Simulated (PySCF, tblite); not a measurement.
Coordinates of C₄H₉NSi₂, SMILES [SiH3]N[SiH]1C=CC=C1 (Å):

```xyz
16

Si     2.9287     0.3569    -0.2958
N      1.2760     0.8036    -0.0355
Si    -0.1441    -0.1153    -0.4094
C     -1.7303     0.8759    -0.1595
C     -2.5092     0.2394     0.7198
C     -1.9709    -0.9866     1.2967
C     -0.7556    -1.3566     0.8796
H      3.7067     1.5663    -0.0235
H      3.3574    -0.7329     0.5896
H      3.0323    -0.0719    -1.6885
H      1.1338     1.5365     0.6414
H      0.0237    -0.6967    -1.7407
H     -2.0382     1.7850    -0.6476
H     -3.4886     0.5819     1.0266
H     -2.5582    -1.5298     2.0253
H     -0.2711    -2.2466     1.2462
```

Vertical TDDFT excitations, B3LYP/def2-SVPD with PySCF, at a GFN2-xTB geometry (a minimum by its frequencies), gas phase.

> Predict the low-lying singlet excitations and the spectrum.

The lowest singlet lies at 3.98 eV (311 nm, f = 0.028); the brightest of the first 8 is S1 at 3.98 eV (311 nm), f = 0.028, mainly HOMO → LUMO (91 %). No singlet lies below 3.1 eV (beyond 400 nm), so at this level no vertical transition falls in the visible.


```tsv
state	E (eV)	λ (nm)	f	main character
S1	3.98	311	0.028	HOMO → LUMO (91 %)
S2	4.45	278	0.020	HOMO−1 → LUMO (90 %)
S3	5.57	223	0.003	HOMO−2 → LUMO (95 %)
S4	5.77	215	0.008	HOMO → LUMO+1 (92 %)
S5	6.02	206	0.011	HOMO−3 → LUMO (82 %)
S6	6.12	203	0.005	HOMO → LUMO+2 (78 %)
S7	6.22	199	0.004	HOMO−1 → LUMO+1 (69 %)
S8	6.31	197	0.003	HOMO → LUMO+4 (35 %)
```

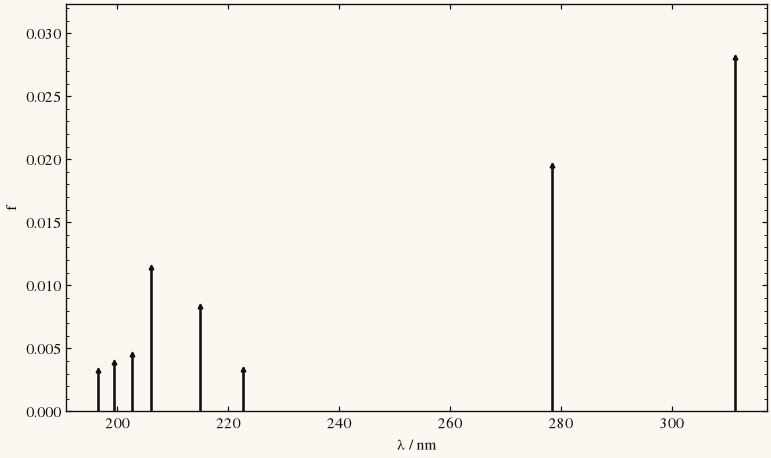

The lowest 8 singlet states are shown.

Known limits of this run: the tight-binding geometry is rougher than a DFT one and adds to the error; one conformer of a flexible molecule; core orbitals are frozen in the response.
